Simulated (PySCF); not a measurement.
**[WO3Br]−: other functionals and bases at one geometry**

Aim: see how levels, charges and forces of [WO3Br]− depend on the level of theory. It is a constructed species; whether it can be made isn't addressed.

Computed with PySCF 2.14.0. Level: several levels, as the steps say, no spin–orbit coupling.

3 further runs of the same task are left out: 2 for a known fault of the program, 1 that didn't finish.

### 1 The system as given

5 atoms, charge -1, spin multiplicity 1.

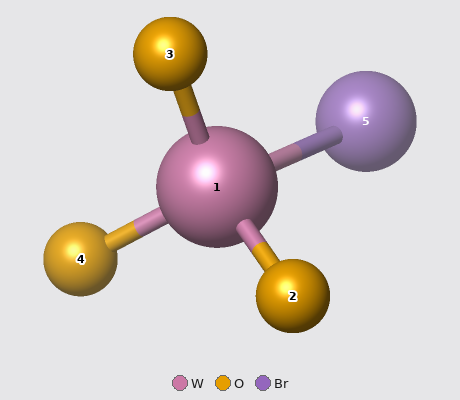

The structure; tungsten pink, oxygen amber, bromine purple; atoms are numbered from 1 in the order of the file.

As a file:

| atom | x (Å) | y (Å) | z (Å) |
| --- | --- | --- | --- |
| W1 | 0.00000 | 0.34680 | 0.15321 |
| O2 | 1.42930 | 0.46542 | 1.17258 |
| O3 | 0.00000 | 1.69614 | -0.97635 |
| O4 | -1.42930 | 0.46542 | 1.17258 |
| Br5 | 0.00000 | -1.85846 | -1.09038 |

Formal oxidation states: W +6. An earlier session relaxed this geometry at PBE, W def2-SVP with ECP60, O def2-SVP, Br def2-SVP (singlet, point group C3v).

At PBE on the finer grid: E = -2866.187488 Eh, HOMO -1.72 eV, LUMO 2.98 eV, Mulliken charge on W1 +0.70 e, largest force component 0.015 eV/Å. 

Levels to run: TPSSh; CAM-B3LYP; B3LYP; revPBE; PBE, TZVP; PBE, x2c-SVP. Hardware: 2 threads of AMD EPYC 9B14 (Zen 4), shared host.

### 2 TPSSh

Input file run.py (the lines that set the calculation):

```python
mol = gto.M(atom='''
W      0.00000     0.34680     0.15321
O      1.42930     0.46542     1.17258
O      0.00000     1.69614    -0.97635
O     -1.42930     0.46542     1.17258
Br     0.00000    -1.85846    -1.09038''',
    basis={'W': 'def2-SVP', 'O': 'def2-SVP', 'Br': 'def2-SVP'},
    ecp={'W': 'def2-SVP'},
    charge=-1, spin=0)
mf = dft.RKS(mol, xc='TPSSH')
mf.grids.atom_grid = (75, 302)
mf = mf.density_fit()  # fitting sets: W def2-universal-JKFIT, O def2-universal-JKFIT, Br def2-universal-JKFIT
mf.conv_tol = 1e-08; mf.max_cycle = 55
mf.kernel(dm0)  # dm0: the density of the relaxed state
```

Run with:

```sh
$ OMP_NUM_THREADS=2 python run.py
```

The program printed:

```text
init E= -2866.64194156667
  HOMO = -0.0948441497263204  LUMO = 0.128900657757216  gap/eV = 6.08841
cycle= 1 E= -2866.63619676557  delta_E= 0.00574  |g|= 0.203  |ddm|= 0.286
  HOMO = -0.0781063644528014  LUMO = 0.0984279037473919  gap/eV = 4.80374
cycle= 2 E= -2866.52118994558  delta_E= 0.115  |g|= 0.792  |ddm|= 0.684
  HOMO = -0.0941978437968989  LUMO = 0.117913642539788  gap/eV = 5.77185
cycle= 3 E= -2866.64476423425  delta_E= -0.124  |g|= 0.0185  |ddm|= 0.528
  HOMO = -0.0917282673754978  LUMO = 0.120560287326875  gap/eV = 5.77667
cycle= 4 E= -2866.64484738629  delta_E= -8.32e-05  |g|= 0.00625  |ddm|= 0.0242
  HOMO = -0.0920827428698634  LUMO = 0.120551940441301  gap/eV = 5.78608
cycle= 5 E= -2866.64485520395  delta_E= -7.82e-06  |g|= 0.0017  |ddm|= 0.00631
  HOMO = -0.0921272040953206  LUMO = 0.120493857653091  gap/eV = 5.78571
cycle= 6 E= -2866.64485537597  delta_E= -1.72e-07  |g|= 0.00137  |ddm|= 0.00202
  HOMO = -0.0921365881606747  LUMO = 0.120490506564016  gap/eV = 5.78588
cycle= 7 E= -2866.64485576874  delta_E= -3.93e-07  |g|= 5.95e-05  |ddm|= 0.00101
  HOMO = -0.0921377645034852  LUMO = 0.120491125719194  gap/eV = 5.78593
cycle= 8 E= -2866.64485576929  delta_E= -5.53e-10  |g|= 1.51e-05  |ddm|= 5.27e-05
  HOMO = -0.0921404406810726  LUMO = 0.120488481937346  gap/eV = 5.78593
Extra cycle  E= -2866.64485576922  delta_E= 6.68e-11  |g|= 2.15e-05  |ddm|= 4.39e-05
converged SCF energy = -2866.64485576922
```

Run time: 5.7 s. Hardware: 2 threads of AMD EPYC 9B14 (Zen 4), shared host.

Read off: E = -2866.644856 Eh, HOMO -2.51 eV, LUMO 3.28 eV, Mulliken charge on W1 +0.92 e, largest force component 0.445 eV/Å. 

### 3 CAM-B3LYP

run.py (the lines that set the calculation): that of step 2 with these lines changed.

```diff
@@ -9,3 +9,3 @@
     charge=-1, spin=0)
-mf = dft.RKS(mol, xc='TPSSH')
+mf = dft.RKS(mol, xc='CAMB3LYP')
 mf.grids.atom_grid = (75, 302)
```

Run with:

```sh
$ OMP_NUM_THREADS=2 python run.py
```

The program printed:

```text
init E= -2866.71560441492
  HOMO = -0.176972670171621  LUMO = 0.187203687359183  gap/eV = 9.90974
cycle= 1 E= -2866.71193607659  delta_E= 0.00367  |g|= 0.25  |ddm|= 0.333
  HOMO = -0.15873304487372  LUMO = 0.146928882223659  gap/eV = 8.31748
cycle= 2 E= -2866.65310897929  delta_E= 0.0588  |g|= 0.611  |ddm|= 0.614
  HOMO = -0.177379885234995  LUMO = 0.172617082890023  gap/eV = 9.52390
cycle= 3 E= -2866.72419203288  delta_E= -0.0711  |g|= 0.0174  |ddm|= 0.422
  HOMO = -0.174285490875151  LUMO = 0.174863769740435  gap/eV = 9.50084
cycle= 4 E= -2866.72424947446  delta_E= -5.74e-05  |g|= 0.00494  |ddm|= 0.0205
  HOMO = -0.174778384306357  LUMO = 0.174722515786571  gap/eV = 9.51040
cycle= 5 E= -2866.72425595334  delta_E= -6.48e-06  |g|= 0.000961  |ddm|= 0.00696
  HOMO = -0.174873307140428  LUMO = 0.174629220806681  gap/eV = 9.51045
cycle= 6 E= -2866.72425629074  delta_E= -3.37e-07  |g|= 0.000736  |ddm|= 0.0017
  HOMO = -0.174882427212923  LUMO = 0.174620338226784  gap/eV = 9.51045
cycle= 7 E= -2866.72425642047  delta_E= -1.3e-07  |g|= 0.000419  |ddm|= 0.000888
  HOMO = -0.1748844541111  LUMO = 0.174633324430553  gap/eV = 9.51086
cycle= 8 E= -2866.72425647574  delta_E= -5.53e-08  |g|= 9.16e-05  |ddm|= 0.000534
  HOMO = -0.174896942020264  LUMO = 0.174631100177103  gap/eV = 9.51114
cycle= 9 E= -2866.72425648022  delta_E= -4.49e-09  |g|= 2.61e-05  |ddm|= 0.000204
  HOMO = -0.174895918975532  LUMO = 0.174636277536566  gap/eV = 9.51126
Extra cycle  E= -2866.72425648008  delta_E= 1.46e-10  |g|= 4.55e-05  |ddm|= 6.6e-05
converged SCF energy = -2866.72425648008
```

Wall time 5.9 s (2 threads of AMD EPYC 9B14 (Zen 4), shared host).

Result: E = -2866.724256 Eh, HOMO -4.76 eV, LUMO 4.75 eV, Mulliken charge on W1 +0.89 e, largest force component 1.299 eV/Å. 

### 4 B3LYP

run.py (the lines that set the calculation): that of step 3 with these lines changed.

```diff
@@ -9,3 +9,3 @@
     charge=-1, spin=0)
-mf = dft.RKS(mol, xc='CAMB3LYP')
+mf = dft.RKS(mol, xc='B3LYP')
 mf.grids.atom_grid = (75, 302)
```

Run with:

```sh
$ OMP_NUM_THREADS=2 python run.py
```

The program printed:

```text
init E= -2866.77528175537
  HOMO = -0.11664607611508  LUMO = 0.139141927571517  gap/eV = 6.96035
cycle= 1 E= -2866.76508942393  delta_E= 0.0102  |g|= 0.257  |ddm|= 0.288
  HOMO = -0.0925853816048172  LUMO = 0.101640468299786  gap/eV = 5.28515
cycle= 2 E= -2866.61733630785  delta_E= 0.148  |g|= 0.912  |ddm|= 0.801
  HOMO = -0.113400462886528  LUMO = 0.127010720077226  gap/eV = 6.54192
cycle= 3 E= -2866.77852293339  delta_E= -0.161  |g|= 0.0225  |ddm|= 0.61
  HOMO = -0.111514930082085  LUMO = 0.128809520570005  gap/eV = 6.53956
cycle= 4 E= -2866.77860376784  delta_E= -8.08e-05  |g|= 0.00739  |ddm|= 0.0273
  HOMO = -0.112251958872525  LUMO = 0.128529275547271  gap/eV = 6.55199
cycle= 5 E= -2866.77861427098  delta_E= -1.05e-05  |g|= 0.00185  |ddm|= 0.00759
  HOMO = -0.112120133584757  LUMO = 0.128693246011289  gap/eV = 6.55287
cycle= 6 E= -2866.77861476861  delta_E= -4.98e-07  |g|= 0.0013  |ddm|= 0.00222
  HOMO = -0.112090614077972  LUMO = 0.128733541803237  gap/eV = 6.55316
cycle= 7 E= -2866.77861511543  delta_E= -3.47e-07  |g|= 0.000126  |ddm|= 0.000969
  HOMO = -0.112105763219359  LUMO = 0.12871812007219  gap/eV = 6.55315
cycle= 8 E= -2866.77861511952  delta_E= -4.09e-09  |g|= 2.5e-05  |ddm|= 0.000141
  HOMO = -0.112106027196994  LUMO = 0.128715408706955  gap/eV = 6.55309
Extra cycle  E= -2866.778615119  delta_E= 5.2e-10  |g|= 5.79e-05  |ddm|= 7.05e-05
converged SCF energy = -2866.778615119
```

It took 4.3 s on 2 threads of AMD EPYC 9B14 (Zen 4), shared host.

Read off: E = -2866.778615 Eh, HOMO -3.05 eV, LUMO 3.50 eV, Mulliken charge on W1 +0.87 e, largest force component 0.744 eV/Å. 

### 5 revPBE

run.py (the lines that set the calculation): that of step 4 with these lines changed.

```diff
@@ -9,3 +9,3 @@
     charge=-1, spin=0)
-mf = dft.RKS(mol, xc='B3LYP')
+mf = dft.RKS(mol, xc='PBE_R,PBE')
 mf.grids.atom_grid = (75, 302)
```

Run with:

```sh
$ OMP_NUM_THREADS=2 python run.py
```

The program printed:

```text
init E= -2866.53670233796
  HOMO = -0.0614654357667336  LUMO = 0.111245917531873  gap/eV = 4.69972
cycle= 1 E= -2866.53682527867  delta_E= -0.000123  |g|= 0.0141  |ddm|= 0.0549
  HOMO = -0.061202299228902  LUMO = 0.113820792565001  gap/eV = 4.76262
cycle= 2 E= -2866.53653436628  delta_E= 0.000291  |g|= 0.0398  |ddm|= 0.0385
  HOMO = -0.0604121040481393  LUMO = 0.112414002804256  gap/eV = 4.70284
cycle= 3 E= -2866.53683148042  delta_E= -0.000297  |g|= 0.0118  |ddm|= 0.0341
  HOMO = -0.0610382286920524  LUMO = 0.112171710579102  gap/eV = 4.71328
cycle= 4 E= -2866.53685583121  delta_E= -2.44e-05  |g|= 0.000663  |ddm|= 0.00764
  HOMO = -0.0609664013595937  LUMO = 0.112257209926115  gap/eV = 4.71365
cycle= 5 E= -2866.5368559139  delta_E= -8.27e-08  |g|= 0.000295  |ddm|= 0.00075
  HOMO = -0.060978557625989  LUMO = 0.112248772182082  gap/eV = 4.71376
cycle= 6 E= -2866.53685591922  delta_E= -5.32e-09  |g|= 0.000257  |ddm|= 0.00039
  HOMO = -0.0609844242035553  LUMO = 0.112243224539864  gap/eV = 4.71376
cycle= 7 E= -2866.53685593228  delta_E= -1.31e-08  |g|= 4.91e-05  |ddm|= 0.000204
  HOMO = -0.0609807390621588  LUMO = 0.11224709535496  gap/eV = 4.71377
cycle= 8 E= -2866.53685593303  delta_E= -7.42e-10  |g|= 4.02e-06  |ddm|= 7.01e-05
  HOMO = -0.0609812625944428  LUMO = 0.11224690463079  gap/eV = 4.71378
Extra cycle  E= -2866.53685593301  delta_E= 1.55e-11  |g|= 6.82e-06  |ddm|= 1.41e-05
converged SCF energy = -2866.53685593301
```

Wall time 4.9 s (2 threads of AMD EPYC 9B14 (Zen 4), shared host).

It gives: E = -2866.536856 Eh, HOMO -1.66 eV, LUMO 3.05 eV, Mulliken charge on W1 +0.74 e, largest force component 0.141 eV/Å. 

### 6 PBE, TZVP

Basis: W def2-TZVP with ECP60, O def2-TZVP, Br def2-TZVP. 

Input file run.py (the lines that set the calculation):

```python
mol = gto.M(atom='''
W      0.00000     0.34680     0.15321
O      1.42930     0.46542     1.17258
O      0.00000     1.69614    -0.97635
O     -1.42930     0.46542     1.17258
Br     0.00000    -1.85846    -1.09038''',
    basis={'W': 'def2-TZVP', 'O': 'def2-TZVP', 'Br': 'def2-TZVP'},
    ecp={'W': 'def2-TZVP'},
    charge=-1, spin=0)
mf = dft.RKS(mol, xc='PBE')
mf.grids.atom_grid = (75, 302)
mf = mf.density_fit()  # fitting sets: W def2-universal-JKFIT, O def2-universal-JKFIT, Br def2-universal-JKFIT
mf.conv_tol = 1e-08; mf.max_cycle = 55
mf.kernel(dm0)  # dm0: free metal ions and neutral atoms
```

Run with:

```sh
$ OMP_NUM_THREADS=2 python run.py
```

The program printed:

```text
init E= -2944.7139495156
  HOMO = 0.0924758635249684  LUMO = 0.103608623968674  gap/eV = 0.30294
cycle= 1 E= -2849.02786504491  delta_E= 95.7  |g|= 12.9  |ddm|= 6.19
  HOMO = -0.153264986324241  LUMO = -0.151276739388956  gap/eV = 0.05410
cycle= 2 E= -2599.83605224764  delta_E=  249  |g|= 23.3  |ddm|= 59.3
cycle= 3 E= -2845.30083120912  delta_E= -245  |g|= 7.19  |ddm|=   59
  HOMO = 0.225746404670207  LUMO = 0.256006534470051  gap/eV = 0.82342
cycle= 4 E= -2731.42398246749  delta_E=  114  |g|= 18.7  |ddm|= 67.6
  HOMO = 0.234437300850057  LUMO = 0.274088388309346  gap/eV = 1.07896
cycle= 5 E= -2770.07460012097  delta_E= -38.7  |g|= 16.5  |ddm|= 47.7
  HOMO = 0.155222242641894  LUMO = 0.29099452001965  gap/eV = 3.69455
cycle= 6 E= -2782.79581856955  delta_E= -12.7  |g|= 14.1  |ddm|=   18
  HOMO = 0.126232925030236  LUMO = 0.308529077466518  gap/eV = 4.96053
cycle= 7 E= -2791.34923030216  delta_E= -8.55  |g|= 12.6  |ddm|= 5.31
  HOMO = 0.163161427991964  LUMO = 0.203396922364516  gap/eV = 1.09486
cycle= 8 E= -2804.07569574644  delta_E= -12.7  |g|= 12.3  |ddm|= 6.65
  HOMO = 0.163309546120031  LUMO = 0.213495256805056  gap/eV = 1.36562
cycle= 9 E= -2802.69296458728  delta_E= 1.38  |g|= 12.2  |ddm|= 0.871
  HOMO = 0.166212436907636  LUMO = 0.212752961815378  gap/eV = 1.26643
cycle= 10 E= -2803.96527662655  delta_E= -1.27  |g|= 12.1  |ddm|= 0.625
  HOMO = 0.124434366489614  LUMO = 0.136484623270816  gap/eV = 0.32790
cycle= 11 E= -2829.93924456105  delta_E=  -26  |g|= 10.6  |ddm|= 8.98
  HOMO = 0.0624284486797382  LUMO = 0.15085095288273  gap/eV = 2.40610
cycle= 12 E= -2865.46945271576  delta_E= -35.5  |g|= 2.64  |ddm|= 10.8
  HOMO = 0.071122083851124  LUMO = 0.0742015673306256  gap/eV = 0.08380
cycle= 13 E= -2856.10535082431  delta_E= 9.36  |g|= 5.22  |ddm|= 12.3
  HOMO = -0.188623021987411  LUMO = -0.138048069556813  gap/eV = 1.37621
cycle= 14 E= -2855.39003164298  delta_E= 0.715  |g|= 5.14  |ddm|= 12.7
  HOMO = -0.055765404634191  LUMO = 0.114222363412774  gap/eV = 4.62560
cycle= 15 E= -2866.42568435178  delta_E=  -11  |g|= 1.39  |ddm|= 3.92
  HOMO = -0.0789062745621403  LUMO = 0.0592893216655517  gap/eV = 3.76049
cycle= 16 E= -2866.58928241246  delta_E= -0.164  |g|= 1.01  |ddm|= 1.38
  HOMO = -0.0287573345028789  LUMO = 0.0937071991489753  gap/eV = 3.33243
cycle= 17 E= -2866.33320744662  delta_E= 0.256  |g|= 1.53  |ddm|= 1.06
  HOMO = -0.0653988865390851  LUMO = 0.0938768450990189  gap/eV = 4.33411
cycle= 18 E= -2866.78351246287  delta_E= -0.45  |g|= 0.259  |ddm|= 0.641
  HOMO = -0.0693578386645151  LUMO = 0.097349153961907  gap/eV = 4.53633
cycle= 19 E= -2866.79571309654  delta_E= -0.0122  |g|= 0.0808  |ddm|= 0.116
  HOMO = -0.0693261188722292  LUMO = 0.0997553885114104  gap/eV = 4.60094
cycle= 20 E= -2866.79689135358  delta_E= -0.00118  |g|= 0.0209  |ddm|= 0.04
  HOMO = -0.0711626497498489  LUMO = 0.0983757900654054  gap/eV = 4.61338
cycle= 21 E= -2866.79699351907  delta_E= -0.000102  |g|= 0.00765  |ddm|= 0.0168
  HOMO = -0.071159748919007  LUMO = 0.0983453604103465  gap/eV = 4.61247
cycle= 22 E= -2866.79700477466  delta_E= -1.13e-05  |g|= 0.00196  |ddm|= 0.00433
  HOMO = -0.0711625532715405  LUMO = 0.0983636552953392  gap/eV = 4.61304
cycle= 23 E= -2866.7970054537  delta_E= -6.79e-07  |g|= 0.000757  |ddm|= 0.00157
  HOMO = -0.0711448808460502  LUMO = 0.0983881691029252  gap/eV = 4.61323
cycle= 24 E= -2866.7970055697  delta_E= -1.16e-07  |g|= 0.000189  |ddm|= 0.000388
  HOMO = -0.0711496825455045  LUMO = 0.0983819768593079  gap/eV = 4.61319
cycle= 25 E= -2866.79700557763  delta_E= -7.94e-09  |g|= 3.36e-05  |ddm|= 0.000121
  HOMO = -0.0711419562977232  LUMO = 0.0983831776167028  gap/eV = 4.61301
Extra cycle  E= -2866.79700557509  delta_E= 2.55e-09  |g|= 0.000119  |ddm|= 9.1e-05
converged SCF energy = -2866.79700557509
```

Wall time 19 s (2 threads of AMD EPYC 9B14 (Zen 4), shared host).

Result: E = -2866.797006 Eh, HOMO -1.94 eV, LUMO 2.68 eV, Mulliken charge on W1 +1.15 e, largest force component 0.074 eV/Å. 

### 7 PBE, x2c-SVP

Basis: W x2c-SVPall, O x2c-SVPall, Br x2c-SVPall. All electrons are treated, with the spin-free X2C Hamiltonian.

Input file run.py (the lines that set the calculation):

```python
mol = gto.M(atom='''
W      0.00000     0.34680     0.15321
O      1.42930     0.46542     1.17258
O      0.00000     1.69614    -0.97635
O     -1.42930     0.46542     1.17258
Br     0.00000    -1.85846    -1.09038''',
    basis={'W': 'x2c-SVPall', 'O': 'x2c-SVPall', 'Br': 'x2c-SVPall'},
    nucmod='G',
    charge=-1, spin=0)
mf = dft.RKS(mol, xc='PBE')
mf.grids.atom_grid = (99, 590)
mf = mf.density_fit()  # fitting sets: W AutoAux, O AutoAux, Br AutoAux
mf = mf.sfx2c1e()
mf.conv_tol = 1e-08; mf.max_cycle = 55
mf.kernel(dm0)  # dm0: free metal ions and neutral atoms
```

Run with:

```sh
$ OMP_NUM_THREADS=2 python run.py
```

The program printed:

```text
init E= -19056.1388663911
  HOMO = 0.0982672443583432  LUMO = 0.108354453087289  gap/eV = 0.27449
cycle= 1 E= -18956.6376951821  delta_E= 99.5  |g|= 12.4  |ddm|= 6.51
cycle= 2 E= -18658.0645225039  delta_E=  299  |g|= 39.8  |ddm|= 76.5
  HOMO = -0.00907732789854876  LUMO = 0.0754739718692188  gap/eV = 2.30076
cycle= 3 E= -18889.1445163703  delta_E= -231  |g|= 13.5  |ddm|= 67.9
cycle= 4 E= -18948.8476558106  delta_E= -59.7  |g|= 7.06  |ddm|= 21.2
  HOMO = 0.265075981317531  LUMO = 0.285207791209026  gap/eV = 0.54781
cycle= 5 E= -18940.1865033295  delta_E= 8.66  |g|= 10.9  |ddm|= 19.4
  HOMO = 0.16313052539049  LUMO = 0.202998953916215  gap/eV = 1.08488
cycle= 6 E= -18966.0001680651  delta_E= -25.8  |g|= 5.74  |ddm|= 9.03
  HOMO = 0.056862624971874  LUMO = 0.0817860938085637  gap/eV = 0.67820
cycle= 7 E= -18970.3953768173  delta_E= -4.4  |g|= 3.53  |ddm|= 6.62
  HOMO = 0.13788550813638  LUMO = 0.160067511586815  gap/eV = 0.60360
cycle= 8 E= -18964.2860433087  delta_E= 6.11  |g|= 4.48  |ddm|= 7.64
  HOMO = -0.0627829085701386  LUMO = 0.0940729688395727  gap/eV = 4.26827
cycle= 9 E= -18973.4430946464  delta_E= -9.16  |g|=  1.7  |ddm|= 9.28
  HOMO = -0.0687121220613884  LUMO = -0.0118564046413801  gap/eV = 1.54712
cycle= 10 E= -18972.5861434507  delta_E= 0.857  |g|= 2.51  |ddm|=  2.9
  HOMO = -0.0931601858010325  LUMO = 0.0835600353902882  gap/eV = 4.80880
cycle= 11 E= -18974.0444026767  delta_E= -1.46  |g|= 0.562  |ddm|= 2.44
  HOMO = -0.0710013238418344  LUMO = 0.076708440744202  gap/eV = 4.01939
cycle= 12 E= -18974.0592776862  delta_E= -0.0149  |g|= 0.496  |ddm|= 0.804
  HOMO = -0.0767563495010032  LUMO = 0.0872351882544547  gap/eV = 4.46244
cycle= 13 E= -18974.1083800761  delta_E= -0.0491  |g|= 0.144  |ddm|= 0.28
  HOMO = -0.0689212918055571  LUMO = 0.0946335041179048  gap/eV = 4.45055
cycle= 14 E= -18974.1134916961  delta_E= -0.00511  |g|= 0.0662  |ddm|= 0.19
  HOMO = -0.0675941431238076  LUMO = 0.0974108060078443  gap/eV = 4.49001
cycle= 15 E= -18974.1143812049  delta_E= -0.00089  |g|= 0.0113  |ddm|= 0.0485
  HOMO = -0.0676112495619208  LUMO = 0.0972958497166494  gap/eV = 4.48735
cycle= 16 E= -18974.11440114  delta_E= -1.99e-05  |g|= 0.00376  |ddm|= 0.00711
  HOMO = -0.0679282663800098  LUMO = 0.0970687193263191  gap/eV = 4.48980
cycle= 17 E= -18974.1144037353  delta_E= -2.6e-06  |g|= 0.00175  |ddm|= 0.00322
  HOMO = -0.0679019976153867  LUMO = 0.0971227354742708  gap/eV = 4.49055
cycle= 18 E= -18974.1144042123  delta_E= -4.77e-07  |g|= 0.000964  |ddm|= 0.000952
  HOMO = -0.0679090344307447  LUMO = 0.0971291871553728  gap/eV = 4.49092
cycle= 19 E= -18974.1144043591  delta_E= -1.47e-07  |g|= 0.000499  |ddm|= 0.000673
  HOMO = -0.0679134881407659  LUMO = 0.0971394876144071  gap/eV = 4.49132
cycle= 20 E= -18974.1144044115  delta_E= -5.25e-08  |g|= 3e-05  |ddm|= 0.000354
  HOMO = -0.0679113747739688  LUMO = 0.0971398984743728  gap/eV = 4.49127
cycle= 21 E= -18974.1144044116  delta_E= -5.46e-11  |g|= 2.43e-05  |ddm|= 3.68e-05
  HOMO = -0.0679127919753917  LUMO = 0.0971397340440482  gap/eV = 4.49131
Extra cycle  E= -18974.1144044088  delta_E= 2.74e-09  |g|= 0.000118  |ddm|= 9.87e-05
converged SCF energy = -18974.1144044088
```

Wall time 34 s (2 threads of AMD EPYC 9B14 (Zen 4), shared host).

Read off: E = -18974.114404 Eh, HOMO -1.85 eV, LUMO 2.64 eV, Mulliken charge on W1 +0.53 e, largest force component 0.723 eV/Å. 

### 8 Results

| level | state | HOMO (eV) | gap (eV) | charge on W1 (e) | dipole (D) | largest force (eV/Å) | basis functions | time |
| --- | --- | --- | --- | --- | --- | --- | --- | --- |
| PBE (relaxed here) | singlet | -1.72 | 4.70 | 0.70 | 2.99 | 0.01 | 106 | 10 s |
| TPSSh | singlet | -2.51 | 5.79 | 0.92 | 3.05 | 0.44 | 106 | 5.7 s |
| CAM-B3LYP | singlet | -4.76 | 9.51 | 0.89 | 3.26 | 1.30 | 106 | 5.9 s |
| B3LYP | singlet | -3.05 | 6.55 | 0.87 | 3.21 | 0.74 | 106 | 4.3 s |
| revPBE | singlet | -1.66 | 4.71 | 0.74 | 2.94 | 0.14 | 106 | 4.9 s |
| PBE, TZVP | singlet | -1.94 | 4.61 | 1.15 | 2.99 | 0.07 | 181 | 19 s |
| PBE, x2c-SVP | singlet | -1.85 | 4.49 | 0.53 | 3.14 | 0.72 | 140 | 34 s |

Times are on 2 threads of AMD EPYC 9B14 (Zen 4), shared host; the first row also made further properties. The dipole of a charged species depends on the origin, so these sizes hold for this origin alone.

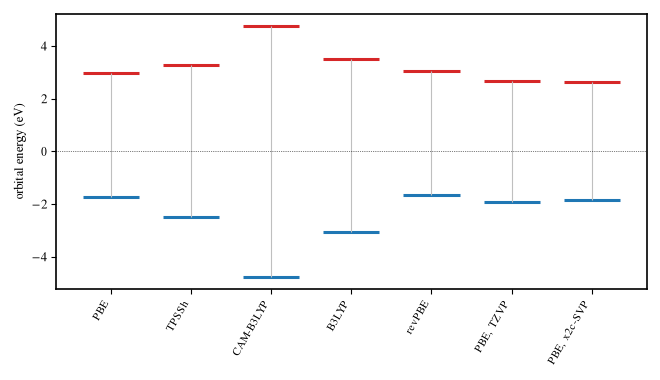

Highest filled and lowest empty level, method by method.

In one basis the HOMO–LUMO gap runs from 4.70 eV (PBE) to 9.51 eV (CAM-B3LYP). The largest leftover force, 1.30 eV/Å with CAM-B3LYP, stands at a geometry relaxed at another level. The Mulliken charge on W spans +0.53 to +1.15 e over the levels. Total energies of different levels can't be compared. Spin–orbit coupling is left out throughout.
